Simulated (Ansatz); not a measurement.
H5InNOSi (SMILES [NH2][In][O][SiH3]) (doublet)

| atom | x (Å) | y (Å) | z (Å) |
| --- | --- | --- | --- |
| N | -0.4640 | 2.7381 | -0.7207 |
| In | 0.8616 | 1.2628 | -0.1122 |
| O | -0.1223 | -0.4642 | 0.1618 |
| Si | 0.1407 | -1.9803 | 0.6810 |
| H | 0.0045 | 3.5382 | -1.1329 |
| H | -1.0933 | 2.3620 | -1.4260 |
| H | -0.6375 | -2.9455 | -0.1451 |
| H | 1.5833 | -2.3618 | 0.5903 |
| H | -0.2732 | -2.1493 | 2.1038 |

Geometry: PBE0-D4/def2-TZVP; core potentials replace the inner electrons of In.

Method: UKS PBE0-D4/def2-TZVPP in Ansatz 0.2.0.

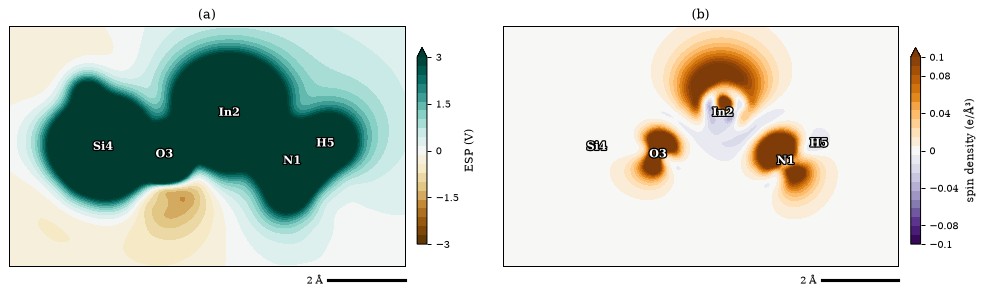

Figure 1. (a) electrostatic potential; (b) spin density (α minus β) on the plane of atoms In2, O3 and Si4.

> Read the bonding off the picture.

- The plane passes through N, In, O, Si and H nuclei.
- The unpaired spin (1 electron) lies mostly on In2 (about 0.6), N1 (about 0.2) and O3 (about 0.1), in electrons by Hirshfeld's partition.
- Outside the dense part of the molecule the potential is most negative (−1.6 V) near O3.

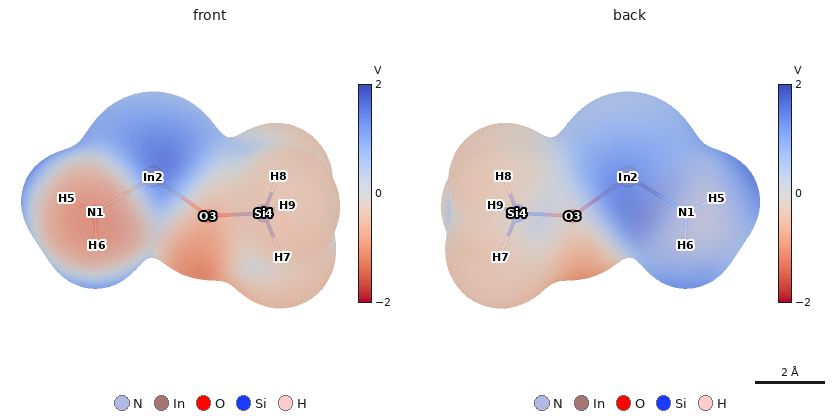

Figure 2. The electrostatic potential painted on the density surface at 0.001 e/bohr³, seen from the front and from behind; red is negative and blue positive.

> Where is the surface potential most negative and most positive?

The most negative region (about −1.1 V) lies over N1 and O3, the most positive (about +1.5 V) over In2.

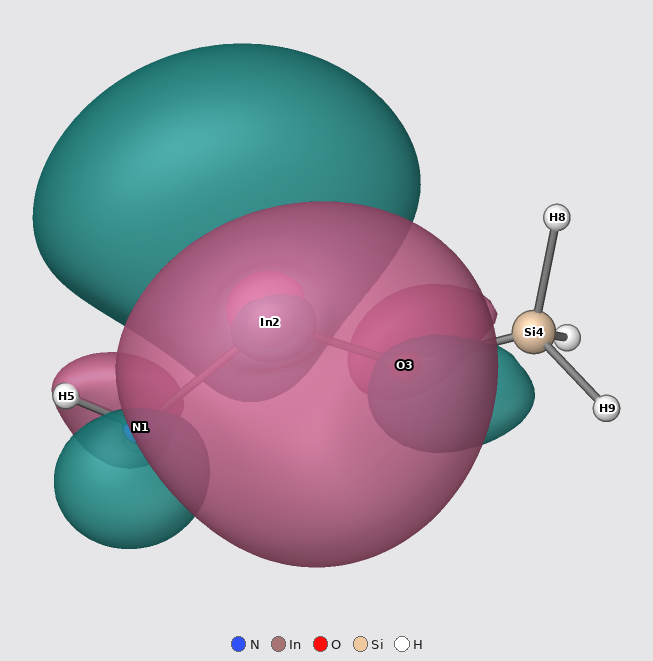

Figure 3. The LUMO (α) at ±0.04 Å⁻³ᐟ² (teal and pink are the two phases), seen at an oblique angle.

> Where does this orbital lie, and at what energy?

By Hirshfeld shares it lies mainly on In2 (about 85 %). Its energy is −1.39 eV.

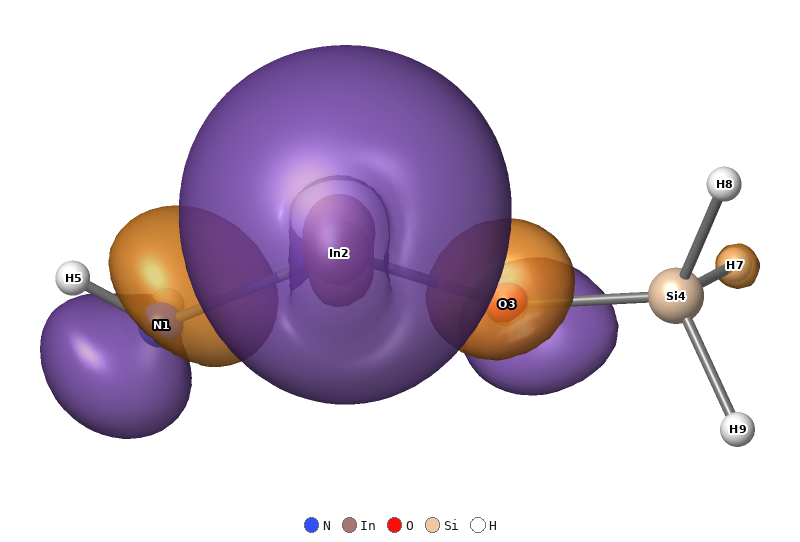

Figure 4. The HOMO (α) at ±0.1 Å⁻³ᐟ² (orange and purple are the two phases), seen from one side.

> What is the character of this orbital?

By Hirshfeld shares it lies mainly on In2 (about 65 %), N1 (about 20 %) and O3 (about 10 %). Its energy is −6.40 eV.
